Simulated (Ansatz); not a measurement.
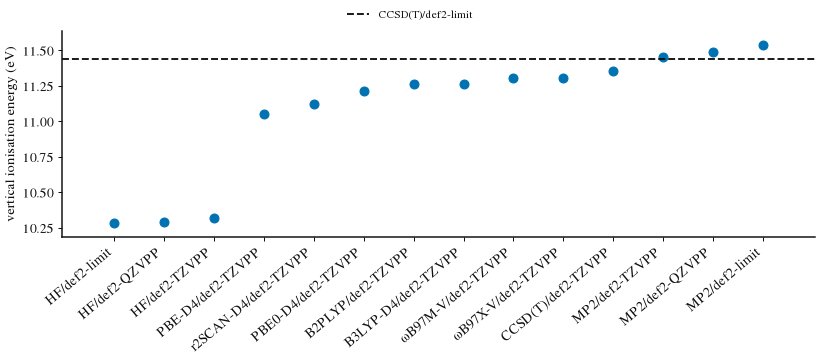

Vertical ionisation energy of CH₆Ge, SMILES [CH3][GeH3], singlet, taken as the energy of the cation less that of the neutral at fixed geometry (unrestricted doublet cation, cores frozen in correlated methods, no spin-orbit coupling), the Ansatz code, at a PBE0-D4/def2-TZVP geometry (a minimum by its frequencies). Limit means an estimate of the basis limit from triple and quadruple zeta; for coupled cluster it is either extrapolated directly or built as the MP2 limit plus the step from MP2 in triple zeta. B2PLYP/def2-TZVPP holds a correlation term that converges slowly with the basis, so part of the distance to the limit is basis error. The distance of CCSD(T)/def2-TZVPP, MP2/def2-TZVPP and MP2/def2-QZVPP to the limit includes basis error.

> What range do the values span, the line included?

From 10.29 eV (HF/def2-limit) to 11.54 eV (MP2/def2-limit).

> Give the values.

```tsv
level	eV	less CCSD(T)/def2-limit
HF/def2-limit	10.29	−1.15
HF/def2-QZVPP	10.29	−1.15
HF/def2-TZVPP	10.32	−1.12
PBE-D4/def2-TZVPP	11.05	−0.39
r2SCAN-D4/def2-TZVPP	11.12	−0.32
PBE0-D4/def2-TZVPP	11.21	−0.23
B2PLYP/def2-TZVPP	11.26	−0.18
B3LYP-D4/def2-TZVPP	11.27	−0.17
ωB97M-V/def2-TZVPP	11.31	−0.13
ωB97X-V/def2-TZVPP	11.31	−0.13
CCSD(T)/def2-TZVPP	11.36	−0.08
MP2/def2-TZVPP	11.45	0.02
MP2/def2-QZVPP	11.49	0.05
MP2/def2-limit	11.54	0.10
CCSD(T)/def2-limit	11.44	0.00
```

Limits of at least one run: no scalar relativity up to krypton; outer-core shells are correlated without core-valence functions, which makes the correlated values less sure.
